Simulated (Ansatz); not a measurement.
# H9NOSi3: what the fields show

```yaml
atoms:
  - { symbol: O, position_ang: [-2.2753, 0.0137, 1.9763] }
  - { symbol: Si, position_ang: [-1.3042, -0.5752, 0.7343] }
  - { symbol: N, position_ang: [0.4511, -0.2608, 1.1250] }
  - { symbol: Si, position_ang: [1.4606, -1.0778, -0.4299] }
  - { symbol: Si, position_ang: [1.0218, 0.9612, -1.6168] }
  - { symbol: H, position_ang: [-2.5344, 0.9534, 1.9011] }
  - { symbol: H, position_ang: [-1.5596, 0.1482, -0.5571] }
  - { symbol: H, position_ang: [-1.4719, -2.0577, 0.8097] }
  - { symbol: H, position_ang: [0.7449, -0.6620, 2.0319] }
  - { symbol: H, position_ang: [0.6589, 0.7574, 1.1394] }
  - { symbol: H, position_ang: [0.0856, -1.6685, -0.8941] }
  - { symbol: H, position_ang: [0.5404, 1.9589, -0.5489] }
  - { symbol: H, position_ang: [-0.0613, 0.9882, -2.6810] }
  - { symbol: H, position_ang: [2.2361, 1.6281, -2.2340] }
```

Level of theory: RKS LDA/cc-pVDZ (Ansatz).

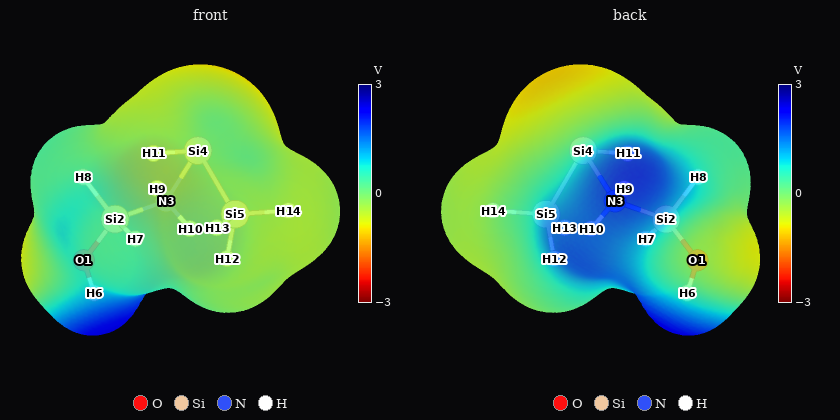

Figure 1. The molecular electrostatic potential painted on the density surface at 0.001 e/bohr³, seen from the front and from behind; the colour scale runs from red (negative) to blue (positive).

### Describe the electrostatic potential map.

The most negative region (about −1.1 V) lies over H11, the most positive (about +2.3 V) over H6.

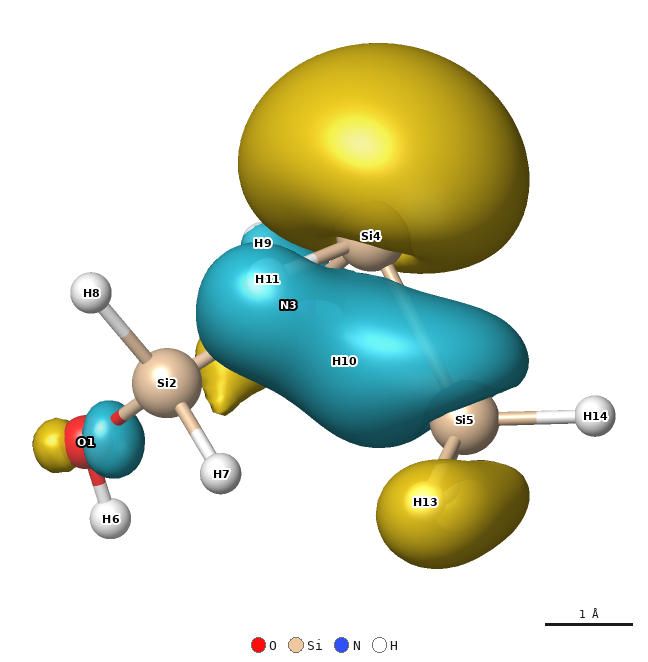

Figure 2. The HOMO at ±0.08 Å⁻³ᐟ² (yellow and cyan are the two phases), seen at a tilt.

### What is the character of this orbital?

It lies mainly on Si4 (about 65 %) and Si5 (about 15 %). Its energy is −4.79 eV.

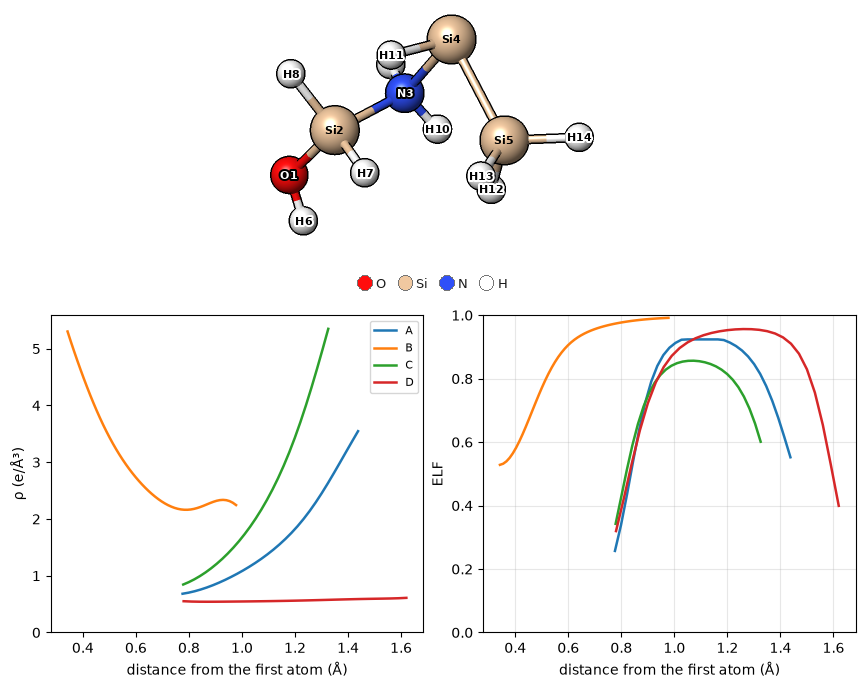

Figure 3. Total electron density and electron localisation function along straight lines between neighbouring atoms. The curves leave out the atomic cores. The structure is drawn too.

### Which curve belongs to which contact (O–H, Si–N, Si–O and Si–Si)? The first atom named is at distance zero.

Curve A: Si–N (1.83 Å): the density is about 0.88 e/Å³ at the midpoint; the ELF peaks at about 0.90 between the atoms: a polar covalent bond. Curve B: O–H (0.98 Å): ρ is about 3.5 e/Å³ halfway; the ELF climbs to about 1 towards the hydrogen, as it does in any bond to H (an ordinary covalent bond to hydrogen). Curve C: Si–O (1.68 Å): ρ at the midpoint is about 0.99 e/Å³; the ELF peaks at about 0.85 between the atoms (a polar covalent bond). Curve D: Si–Si (2.40 Å): ρ at the midpoint is about 0.56 e/Å³; the ELF peaks at about 0.95 between the atoms, as expected for a covalent bond.
